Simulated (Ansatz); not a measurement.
# Dielectric response of BaTiO3 (001), TiO2 faces films

How well do thin perovskite BaTiO3 (001), TiO2 faces films screen a perpendicular field?

Program: Ansatz 0.2.0. Level of theory: plane-wave DFT, LDA, Ansatz PAW. Results are calculated unless marked as measured.

## (1) Set-up

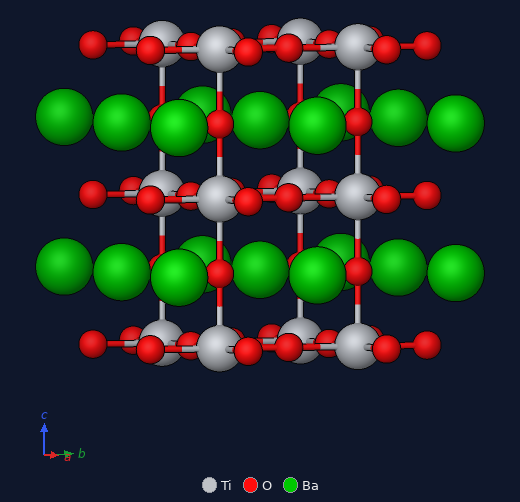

The cell as given, from the side, with the c axis up (titanium light grey, oxygen red, barium green). 2×2×1 cells are drawn. Some periodic images of atoms are drawn too.

The cell holds 13 atoms: 3 Ti, 8 O and 2 Ba. Cell: a = 4.000 Å, b = 4.000 Å, c = 26.000 Å, α = 90.0°, β = 90.0°, γ = 90.0°. It derives from BaTiO3 (perovskite BaTiO3). Vacuum lies along c.

## (2) Relaxation, 13 atoms, units 2

The structure is relaxed first, because levels and dipoles at a surface follow the positions of the outer atoms.

input.yaml reads:

```yaml
crystal:
  lattice:
    - [4.0, 0.0, 0.0]
    - [0.0, 4.0, 0.0]
    - [0.0, 0.0, 26.0]
  atoms:
    - { symbol: Ti, position: [0.5, 0.5, 0.3461538462] }
    - { symbol: O, position: [0.0, 0.5, 0.3461538462] }
    - { symbol: O, position: [0.5, 0.0, 0.3461538462] }
    - { symbol: Ba, position: [0.0, 0.0, 0.4230769231] }
    - { symbol: O, position: [0.5, 0.5, 0.4230769231] }
    - { symbol: Ti, position: [0.5, 0.5, 0.5] }
    - { symbol: O, position: [0.0, 0.5, 0.5] }
    - { symbol: O, position: [0.5, 0.0, 0.5] }
    - { symbol: Ba, position: [0.0, 0.0, 0.5769230769] }
    - { symbol: O, position: [0.5, 0.5, 0.5769230769] }
    - { symbol: Ti, position: [0.5, 0.5, 0.6538461538] }
    - { symbol: O, position: [0.0, 0.5, 0.6538461538] }
    - { symbol: O, position: [0.5, 0.0, 0.6538461538] }
kpoints:
  mp_grid: { grid: [8, 8, 1] }
hamiltonian:
  xc: lda
scf:
  occupations: { method: fixed }
  convergence: { dr2_threshold: 1.0e-09 }
efield:
  axis: 3
  dipole_correction: true
  ramp_position: 0.97
  ramp_width: 0.06
relax:
  f_tol: 0.003
  max_steps: 100
output:
  eigenvalues: true
  write_potential: true
  write_density: true
  volumetric_format: npy
```

Run with:

```
> ansatz run input.yaml --threads 4 --pin off --max-ram 12288MiB --backend cpu --events-out ev --progress --plain --runs-dir out
```

Numbers of over 12 decimals in the logs are rounded to 6 here.

Output:

```text
Engine: ansatz 0.2.0, aarch64-unknown-linux-gnu
Pseudopotentials: kind: paw
Pseudopotential: Ti, paw, valence charge 12, recommended cutoff 420 eV (normal), Ti.paw.azcp
Pseudopotential: O, paw, valence charge 6, recommended cutoff 420 eV (normal), O.paw.azcp
Pseudopotential: Ba, paw, valence charge 10, recommended cutoff 420 eV (normal), Ba.paw.azcp
Functional definition: SPW92
  exchange = slater_x
  correlation = pw_c
Crystal: 13 atoms, lattice volume = 416.000 Å³
Basis set: ecut = 420 eV, 8151 PW (Γ)
Bands: 65, of which v1, the nominal top of the filled ones, is band 52 counted from 1 (51 counted from 0)
Symmetry: 8 space group operations
k-points: 15 of 64
Non-local potential: Ti, projectors of the file, l = 0: 3, l = 1: 2, l = 2: 3, l = 3: 1
Non-local potential: O, projectors of the file, l = 0: 2, l = 1: 2, l = 2: 1
Non-local potential: Ba, projectors of the file, l = 0: 3, l = 1: 2, l = 2: 2, l = 3: 2
PAW form: soft (Blöchl's): semilocal exchange-correlation on the pseudo side does not see the compensation charge
PAW frozen core: Ti, regenerated for the run's functional, and the local potential with it (the file was generated under x = pbe(κ = 0.804, μ = 0.219515), c = pbe(β = 0.066725))
PAW frozen core: O, regenerated for the run's functional, and the local potential with it (the file was generated under x = pbe(κ = 0.804, μ = 0.219515), c = pbe(β = 0.066725))
PAW frozen core: Ba, regenerated for the run's functional, and the local potential with it (the file was generated under x = pbe(κ = 0.804, μ = 0.219515), c = pbe(β = 0.066725))
PAW one-centre angular grid: Ti, 590 points (default); XC on 64 Gauss nodes
PAW one-centre angular grid: O, 110 points (default); XC on 64 Gauss nodes
PAW one-centre angular grid: Ba, 194 points (default); XC on 64 Gauss nodes
Initial density: superposition of atomic densities (neutral atoms: chi_scale 0, normalization atom), corrected by the library's trained network
Initial wavefunctions: pseudopotential atomic-orbital guess
Functional: x = slater, c = lda
SCF iter   1: F=—  HF=-23370.658975 eV  |F-HF|=—  |Δ(HF+E_count)|=         —  Δρ=1.23e-2  dr2=6.36e-1  ethr=1.77e-3  p=-0.000 e·Å  D=-4.58e-14 V/Å  ΔV_dip=0.00 eV  dr2_dipole=1.02e-8  V_vac-E_F(+/−)=4.88/4.88 eV  ⟨swp⟩=5.1  Hψ=3674  notcnv=0  defer=145
efield: sawtooth ramp at fractional position 0.9700 (set: `efield.ramp_position`, or a place that a band, a saddle search or an elastic batch's reference lends), width 0.0600; the density the first Hamiltonian is built on has a dipole p = -0.000 e·Å; the dipole correction subtracts the counter field D = -4.58e-14 V/Å, which shifts the + side's vacuum level by +0.00 eV against the − side's; the planar-averaged density in the ramp window peaks in size at 3.3e-6 e/Å³
preconditioner: auto → Resta (q_TF=auto, 2.165 Å⁻¹)  ε∞=3.8  [insulator: Δε(μ)=0.744 eV  Ē_g=9.509 eV  n_scr=68 (ndim 8)  ℏωp=15.9 eV  f_vac=0.575  ε∞_Penn≈3.8  vacuum switching on, ρ_ref=6.6e-3 e/Å³]
SCF iter   2: F=—  HF=-23370.631064 eV  |F-HF|=—  |Δ(HF+E_count)|=   2.79e-2  Δρ=1.15e-2  dr2=5.63e-1  ethr=6.12e-4  p=0.000 e·Å  D=1.21e-5 V/Å  ΔV_dip=-0.00 eV  dr2_dipole=1.01e-8  V_vac-E_F(+/−)=5.31/5.31 eV  ⟨swp⟩=2.4  Hψ=1786  notcnv=0  defer=141
density mixer auto → msr1: gapped (density of states about μ 0.11 of a free-electron gas's, 68 screened modes)
SCF iter   3: F=—  HF=-23370.542088 eV  |F-HF|=—  |Δ(HF+E_count)|=   8.90e-2  Δρ=2.05e-3  dr2=1.50e-2  ethr=5.42e-4  p=0.000 e·Å  D=5.57e-6 V/Å  ΔV_dip=-0.00 eV  dr2_dipole=2.68e-9  V_vac-E_F(+/−)=5.13/5.13 eV  ⟨swp⟩=2.4  Hψ=1304  notcnv=0  defer=141
SCF iter   4: F=—  HF=-23370.540070 eV  |F-HF|=—  |Δ(HF+E_count)|=   2.02e-3  Δρ=9.81e-4  dr2=3.57e-3  ethr=1.44e-5  p=-0.000 e·Å  D=-4.97e-6 V/Å  ΔV_dip=0.00 eV  dr2_dipole=1.06e-9  V_vac-E_F(+/−)=5.20/5.20 eV  ⟨swp⟩=2.8  Hψ=1636  notcnv=0  defer=164
SCF iter   5: F=—  HF=-23370.539652 eV  |F-HF|=—  |Δ(HF+E_count)|=   4.18e-4  Δρ=4.78e-4  dr2=7.69e-4  ethr=3.43e-6  p=-0.000 e·Å  D=-2.72e-6 V/Å  ΔV_dip=0.00 eV  dr2_dipole=1.79e-10  V_vac-E_F(+/−)=5.20/5.20 eV  ⟨swp⟩=2.3  Hψ=1465  notcnv=0  defer=164
SCF iter   6: F=—  HF=-23370.539586 eV  |F-HF|=—  |Δ(HF+E_count)|=   6.63e-5  Δρ=1.20e-4  dr2=5.76e-5  ethr=7.40e-7  p=0.000 e·Å  D=1.81e-6 V/Å  ΔV_dip=-0.00 eV  dr2_dipole=4.38e-10  V_vac-E_F(+/−)=5.21/5.21 eV  ⟨swp⟩=2.1  Hψ=1433  notcnv=0  defer=161
SCF iter   7: F=—  HF=-23370.539586 eV  |F-HF|=—  |Δ(HF+E_count)|=   9.83e-8  Δρ=3.89e-5  dr2=9.54e-6  ethr=5.54e-8  p=-0.000 e·Å  D=-1.66e-7 V/Å  ΔV_dip=0.00 eV  dr2_dipole=6.64e-12  V_vac-E_F(+/−)=5.22/5.22 eV  ⟨swp⟩=2.0  Hψ=1530  notcnv=0  defer=131
SCF iter   8: F=—  HF=-23370.539582 eV  |F-HF|=—  |Δ(HF+E_count)|=   3.39e-6  Δρ=3.44e-5  dr2=6.24e-6  ethr=9.18e-9  p=-0.000 e·Å  D=-1.29e-6 V/Å  ΔV_dip=0.00 eV  dr2_dipole=1.93e-10  V_vac-E_F(+/−)=5.22/5.22 eV  ⟨swp⟩=2.0  Hψ=1319  notcnv=0  defer=125
SCF iter   9: F=—  HF=-23370.539828 eV  |F-HF|=—  |Δ(HF+E_count)|=   2.45e-4  Δρ=1.61e-5  dr2=1.36e-6  ethr=6.00e-9  p=0.000 e·Å  D=1.69e-7 V/Å  ΔV_dip=-0.00 eV  dr2_dipole=3.07e-11  V_vac-E_F(+/−)=5.22/5.22 eV  ⟨swp⟩=2.0  Hψ=1312  notcnv=0  defer=119
SCF iter  10: F=—  HF=-23370.539827 eV  |F-HF|=—  |Δ(HF+E_count)|=   1.44e-7  Δρ=3.76e-6  dr2=7.31e-8  ethr=1.31e-9  p=-0.000 e·Å  D=-4.42e-7 V/Å  ΔV_dip=0.00 eV  dr2_dipole=4.17e-11  V_vac-E_F(+/−)=5.23/5.22 eV  ⟨swp⟩=2.0  Hψ=1230  notcnv=0  defer=119
SCF iter  11: F=—  HF=-23370.539827 eV  |F-HF|=—  |Δ(HF+E_count)|=   2.65e-8  Δρ=3.79e-6  dr2=6.95e-8  ethr=7.03e-11  p=0.000 e·Å  D=1.03e-6 V/Å  ΔV_dip=-0.00 eV  dr2_dipole=2.73e-10  V_vac-E_F(+/−)=5.23/5.23 eV  ⟨swp⟩=2.3  Hψ=1575  notcnv=0  defer=119
SCF iter  12: F=—  HF=-23370.539827 eV  |F-HF|=—  |Δ(HF+E_count)|=   3.40e-9  Δρ=3.87e-6  dr2=7.14e-8  ethr=6.68e-11  p=-0.000 e·Å  D=-1.33e-6 V/Å  ΔV_dip=0.00 eV  dr2_dipole=4.44e-10  V_vac-E_F(+/−)=5.23/5.23 eV  ⟨swp⟩=2.0  Hψ=1416  notcnv=0  defer=119
SCF iter  13: F=—  HF=-23370.539827 eV  |F-HF|=—  |Δ(HF+E_count)|=   7.67e-9  Δρ=1.66e-6  dr2=1.19e-8  ethr=6.68e-11  p=-0.000 e·Å  D=-4.51e-7 V/Å  ΔV_dip=0.00 eV  dr2_dipole=3.75e-11  V_vac-E_F(+/−)=5.23/5.23 eV  ⟨swp⟩=2.0  Hψ=1101  notcnv=0  defer=119
SCF iter  14: F=-23370.539827 eV  HF=-23370.539827 eV  |F-HF|=5.86e-10  |Δ(HF+E_count)|=   1.53e-9  Δρ=4.14e-7  dr2=8.05e-10  ethr=1.00e-12  p=-0.000 e·Å  D=-1.96e-7 V/Å  ΔV_dip=0.00 eV  dr2_dipole=4.54e-12  V_vac-E_F(+/−)=5.23/5.23 eV  ⟨swp⟩=21.1  Hψ=8808  notcnv=0
SCF 1 converged in 14 iterations: F = -23370.539827 eV  dr2 = 8.05e-10
[...]
relax step   4: F+E_penalty+E_count = -23371.09410286 eV  Δ(F+E_penalty+E_count) = -3.156e-1 eV  max|allowed force component| = 3.885e-1 eV/Å  Δτ_max = 0.0948 Å  (13 SCF iters, accepted)
[...]
relax step   5: F+E_penalty+E_count = -23371.11746218 eV  Δ(F+E_penalty+E_count) = -2.336e-2 eV  max|allowed force component| = 5.287e-1 eV/Å  Δτ_max = 0.0886 Å  (12 SCF iters, accepted)
[...]
relax step   6: F+E_penalty+E_count = -23371.13628871 eV  Δ(F+E_penalty+E_count) = -1.883e-2 eV  max|allowed force component| = 7.626e-2 eV/Å  Δτ_max = 0.0261 Å  (11 SCF iters, accepted)
[...]
relax step   7: F+E_penalty+E_count = -23371.13703254 eV  Δ(F+E_penalty+E_count) = -7.438e-4 eV  max|allowed force component| = 4.706e-3 eV/Å  Δτ_max = 0.0057 Å  (10 SCF iters, accepted)
SCF iter   1: F=—  HF=-23371.136794 eV  |F-HF|=—  |Δ(HF+E_count)|=         —  Δρ=2.71e-5  dr2=2.49e-6  ethr=1.01e-7  p=0.000 e·Å  D=1.51e-8 V/Å  ΔV_dip=-0.00 eV  dr2_dipole=2.62e-14  V_vac-E_F(+/−)=5.83/5.83 eV  ⟨swp⟩=2.0  Hψ=1594  notcnv=0  defer=9
efield: sawtooth ramp at fractional position 0.9700 (set: `efield.ramp_position`, or a place that a band, a saddle search or an elastic batch's reference lends), width 0.0600; the density the first Hamiltonian is built on has a dipole p = 0.000 e·Å; the dipole correction subtracts the counter field D = 1.51e-8 V/Å, which shifts the + side's vacuum level by -0.00 eV against the − side's; the planar-averaged density in the ramp window peaks in size at 2.6e-6 e/Å³
preconditioner: auto → Resta (q_TF=auto, 2.165 Å⁻¹)  ε∞=3.3  [insulator: Δε(μ)=0.966 eV  Ē_g=10.844 eV  n_scr=68 (ndim 8)  ℏωp=16.3 eV  f_vac=0.588  ε∞_Penn≈3.3  vacuum switching on, ρ_ref=8.5e-3 e/Å³]
SCF iter   2: F=—  HF=-23371.137035 eV  |F-HF|=—  |Δ(HF+E_count)|=   2.41e-4  Δρ=1.32e-5  dr2=6.32e-7  ethr=2.39e-9  p=-0.000 e·Å  D=-8.76e-9 V/Å  ΔV_dip=0.00 eV  dr2_dipole=4.86e-18  V_vac-E_F(+/−)=5.83/5.83 eV  ⟨swp⟩=2.0  Hψ=1694  notcnv=0  defer=8  κ⁻¹=1.0e0(r=1)
density mixer auto → broyden: gapped, where msr1 would fit the directions that read negative (density of states about μ 0.15 of a free-electron gas's, 68 screened modes)
SCF iter   3: F=—  HF=-23371.137034 eV  |F-HF|=—  |Δ(HF+E_count)|=   1.04e-7  Δρ=8.35e-6  dr2=2.33e-7  ethr=6.07e-10  p=-0.000 e·Å  D=-8.29e-9 V/Å  ΔV_dip=0.00 eV  dr2_dipole=8.39e-15  V_vac-E_F(+/−)=5.83/5.83 eV  ⟨swp⟩=2.0  Hψ=1481  notcnv=0  defer=8  κ⁻¹=2.5e-1(r=2)
SCF iter   4: F=—  HF=-23371.137034 eV  |F-HF|=—  |Δ(HF+E_count)|=   3.44e-8  Δρ=2.39e-6  dr2=2.11e-8  ethr=2.24e-10  p=-0.000 e·Å  D=-2.15e-8 V/Å  ΔV_dip=0.00 eV  dr2_dipole=4.20e-15  V_vac-E_F(+/−)=5.83/5.83 eV  ⟨swp⟩=2.0  Hψ=1439  notcnv=0  defer=8  κ⁻¹=1.6e-2(r=3)
SCF iter   5: F=—  HF=-23371.137034 eV  |F-HF|=—  |Δ(HF+E_count)|=  5.46e-11  Δρ=1.32e-6  dr2=7.61e-9  ethr=2.03e-11  p=-0.000 e·Å  D=-1.42e-8 V/Å  ΔV_dip=0.00 eV  dr2_dipole=8.63e-17  V_vac-E_F(+/−)=5.83/5.83 eV  ⟨swp⟩=2.0  Hψ=1353  notcnv=0  defer=8  κ⁻¹=3.9e-3(r=4)
SCF iter   6: F=—  HF=-23371.137034 eV  |F-HF|=—  |Δ(HF+E_count)|=  7.31e-10  Δρ=3.89e-7  dr2=1.05e-9  ethr=7.32e-12  p=-0.000 e·Å  D=-1.22e-8 V/Å  ΔV_dip=0.00 eV  dr2_dipole=2.12e-17  V_vac-E_F(+/−)=5.83/5.83 eV  ⟨swp⟩=2.1  Hψ=1276  notcnv=0  defer=8  κ⁻¹=8.3e-4(r=5)
SCF iter   7: F=-23371.137034 eV  HF=-23371.137034 eV  |F-HF|=2.44e-10  |Δ(HF+E_count)|=  1.93e-10  Δρ=2.79e-7  dr2=3.69e-10  ethr=1.00e-12  p=-0.000 e·Å  D=-1.25e-8 V/Å  ΔV_dip=0.00 eV  dr2_dipole=5.47e-19  V_vac-E_F(+/−)=5.83/5.83 eV  ⟨swp⟩=10.7  Hψ=6481  notcnv=0
SCF 8 converged in 7 iterations: F = -23371.137034 eV  dr2 = 3.69e-10
relax step   8: F+E_penalty+E_count = -23371.13703438 eV  Δ(F+E_penalty+E_count) = -1.835e-6 eV  max|allowed force component| = 3.538e-4 eV/Å  Δτ_max = 0.0004 Å  (7 SCF iters, accepted)
WARN: The output density's exchange-correlation potential varies sharply where the density is thin. Do not read a vacuum level from v_tot or v_xc, or from such a field of the output density. On a cell that repeats whose density bears no net charge and no dipole along the vacuum's axis use v_es (v_loc + v_h of the components); under efield.dipole_correction with no amplitude use v_es + v_field, which holds any externa [...]
SCF converged after 7 iterations
Stability not checked: this state was not tested for a lower state beside it, because the mixer in use, unlike msr1, does not test its closes by its own steps (another_mixer; see scf.mixing.algorithm and scf.lower_state_search)
Free energy (F): -23371.137034 eV
Harris-Foulkes:  -23371.137034 eV  (|F-HF|=2.44e-10)
Internal energy: -23371.137034 eV  (E = F + TS)
E sigma→0 (E₀):  -23371.137034 eV
Fermi energy:    0.307343 eV
Dipole field:    D = -0.000000 V/Å  (p = -0.000000 e·Å, saw-weighted, corrected)
Work function:   Φ+ = 5.8275 eV   Φ− = 5.8276 eV
Levels:          The Fermi level and band energies are counted from a zero that moves with the ramp; work functions are not
--- Per-component energies (eV) ---
  E_band       = -1522.328385
  E_kinetic    = 2545.523127
  E_local      = -107956.205370  (includes V_loc(G=0)·N_el)
  E_nonlocal   = 539.938627
  E_hartree    = 52805.104980
  E_xc         = -1209.407727
  E_vxc        = -1389.749865  (∫ρ·V_xc dr)
  E_paw        = -14279.780852  (= ΣΔE_a)
  E_vpaw       = -872.062567  (= ΣTr[D̂ρ^β])
  E_aug_tail   = 0.020204  (compensation charges beyond the density's cutoff)
  E_efield     = 0.000000  (sawtooth field / dipole correction)
  E_vefield    = 0.000000  (∫n·V_field dr)
  E_ewald      = 44181.351723
  E_core_change = 2.318254  (= ΣΔE_core)
  E_smearing   = -0.000000  (= −TS)
  E_closure    = 0.000000  (closes the sum)
  Σ components = -23371.137034   (vs F -23371.137034, Δ=0.00e0)
--- Forces (eV/Å), atoms counted from 1 ---
  atom   1  Ti    -0.00000000     0.00000000     0.00020341
  atom   2  O      0.00000000     0.00000000    -0.00012699
  atom   3  O      0.00000000     0.00000000    -0.00012699
  atom   4  Ba     0.00000000     0.00000000     0.00035385
  atom   5  O      0.00000000     0.00000000    -0.00011252
  atom   6  Ti    -0.00000000     0.00000000    -0.00000025
  atom   7  O      0.00000000     0.00000000     0.00000059
  atom   8  O      0.00000000     0.00000000     0.00000059
  atom   9  Ba     0.00000000     0.00000000    -0.00035239
  atom  10  O      0.00000000     0.00000000     0.00011001
  atom  11  Ti     0.00000000     0.00000000    -0.00020304
  atom  12  O     -0.00000000     0.00000000     0.00012688
  atom  13  O     -0.00000000     0.00000000     0.00012688
  max |Σ_I F_I| component: 1.13e-8 eV/Å
--- Band table (eV; the first three rows and the last of 15) ---
  k-point 0: bands = [... 48 lower, -0.3118, -0.3118, -0.2573, -0.2573, 1.2738, 1.3810, 1.3810, 1.7442, ... 9 higher]
  k-point 1: bands = [... 48 lower, -0.5410, -0.5271, -0.4934, -0.4848, 1.3851, 1.5927, 1.6640, 2.0759, ... 9 higher]
  k-point 2: bands = [... 48 lower, -0.9636, -0.8913, -0.7532, -0.6656, 1.4127, 2.2211, 2.2686, 2.4477, ... 9 higher]
  k-point 14: bands = [... 48 lower, -0.6810, -0.4011, 0.3058, 0.3073, 3.0883, 3.0883, 3.5535, 3.6172, ... 9 higher]
--- Relaxed structure (8 steps of the walk, 7 accepted, 0 SCFs on fresh bases) ---
  F+E_penalty+E_count = -23371.13703438 eV   max|allowed force component| = 3.538e-4 eV/Å
  atoms:
    - { symbol: Ti, position: [0.5, 0.5, 0.354731] }
    - { symbol: O, position: [0, 0.5, 0.351523] }
    - { symbol: O, position: [0.5, 0.0, 0.351523] }
    - { symbol: Ba, position: [0, 0.0, 0.421907] }
    - { symbol: O, position: [0.5, 0.5, 0.424962] }
    - { symbol: Ti, position: [0.5, 0.5, 0.500000] }
    - { symbol: O, position: [0, 0.5, 0.500000] }
    - { symbol: O, position: [0.5, 0.0, 0.500000] }
    - { symbol: Ba, position: [0, 0.0, 0.578093] }
    - { symbol: O, position: [0.5, 0.5, 0.575038] }
    - { symbol: Ti, position: [0.5, 0.5, 0.645269] }
    - { symbol: O, position: [0, 0.5, 0.648477] }
    - { symbol: O, position: [0.5, 0.0, 0.648477] }
```

It took 2.1 min on 4 threads of Arm Neoverse V1, shared host; peak memory 1.1 GiB; 8.3 min of CPU time.

Step by step:

```
step  energy less that of the first step (eV)  largest force component (eV/Å)
   1                                   0.0000                          2.7468
   2                                  -0.2386                          2.1385
   3                                  -0.0485                          4.5373
   4                                  -0.5543                          0.3885
   5                                  -0.5776                          0.5287
   6                                  -0.5965                          0.0763
   7                                  -0.5972                          0.0047
   8                                  -0.5972                          0.0004
```

Relaxation step 3 was tried and not accepted.

The run keeps the 8 symmetry operations that it works with, so distortions that break them were not tested.

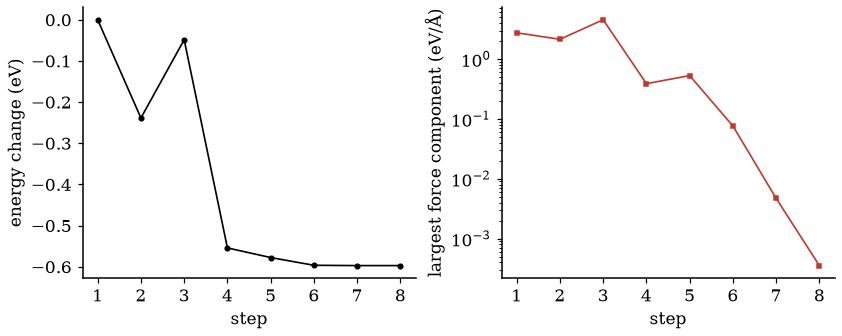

Energy and largest force along the relaxation.

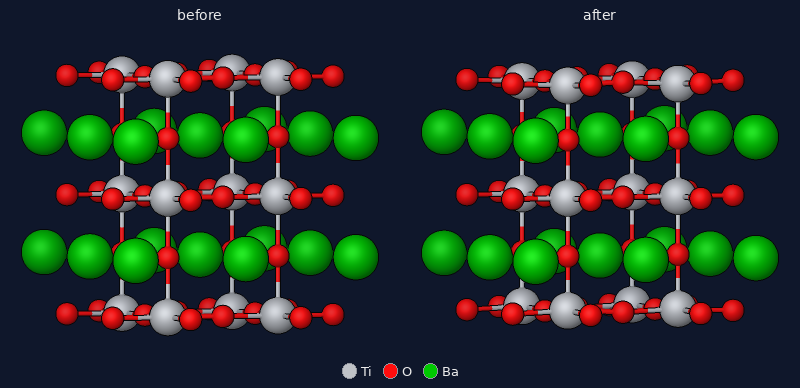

Before and after, at one scale.

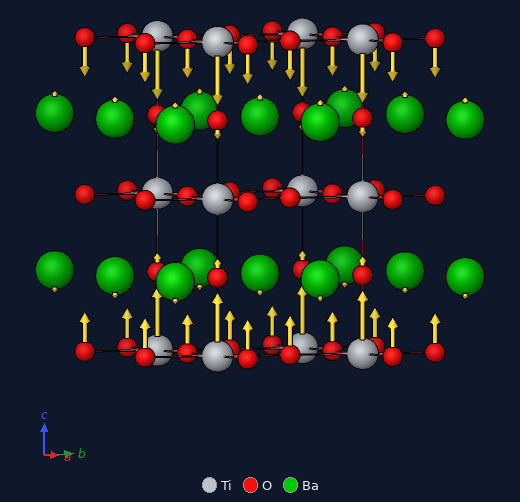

Displacements in the relaxation, exaggerated; the longest in the cell stands for 0.22 Å. 2×2×1 cells are drawn. Some periodic images of atoms are drawn too.

The atoms that moved most (Å):

```
atom     dx     dy      dz  length
 Ti1  0.000  0.000   0.223   0.223
Ti11  0.000  0.000  -0.223   0.223
  O2  0.000  0.000   0.140   0.140
  O3  0.000  0.000   0.140   0.140
 O12  0.000  0.000  -0.140   0.140
 O13  0.000  0.000  -0.140   0.140
  O5  0.000  0.000   0.049   0.049
 O10  0.000  0.000  -0.049   0.049
```

Numbers from this step:

* gap on the k-mesh: 0.9665 eV
* dipole along the normal: -3.04e-8 e·Å
* ionisation energy, upper face: 5.828 eV
* electron affinity, upper face: 4.861 eV

Running mean over 4.0 Å of the planar mean; the ramp of the sawtooth is left out. The electron's electrostatic potential energy less the highest filled level by z:

```
z (Å)  electron's electrostatic potential energy less the highest filled level (eV)
    4                                                                          5.83
    5                                                                          5.82
    6                                                                          5.75
    7                                                                          4.16
    8                                                                          1.02
    9                                                                         -1.88
   10                                                                         -4.60
   11                                                                         -5.70
   12                                                                         -5.24
   13                                                                         -5.13
   14                                                                         -5.24
   15                                                                         -5.70
   16                                                                         -4.60
   17                                                                         -1.88
   18                                                                          1.02
   19                                                                          4.16
   20                                                                          5.75
   21                                                                          5.82
   22                                                                          5.83
```

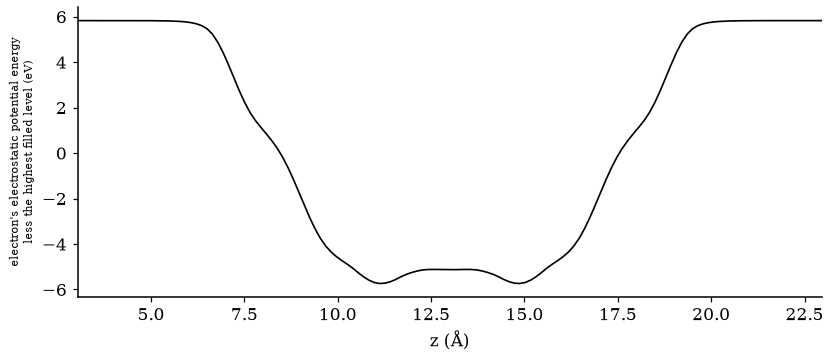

Electron's electrostatic potential energy less the highest filled level, plotted against z.

The relaxation took 8 steps and lowered the energy by 0.60 eV; the largest force on the free atoms ends at 3.5e-4 eV/Å.

The gap is 0.97 eV, with the valence edge 5.83 eV and the conduction edge 4.86 eV under the upper vacuum level.

(Continued in part 2 of 4.)

[Logs are printed without paths, hosts, clocks, repeated set-up lines and the standing remarks that a program may print on its own settings, such as how far it seeks lower states.]

[Hosts, paths, dates, database ids (printed as entryN), source tags and the programs' standing remarks are cut or masked in the printed files.]

[Maps of the electrostatic potential energy from Ansatz leave out the sawtooth potential of an applied field or a dipole correction, so their vacuum need not be flat; planar profiles and work functions include it.]
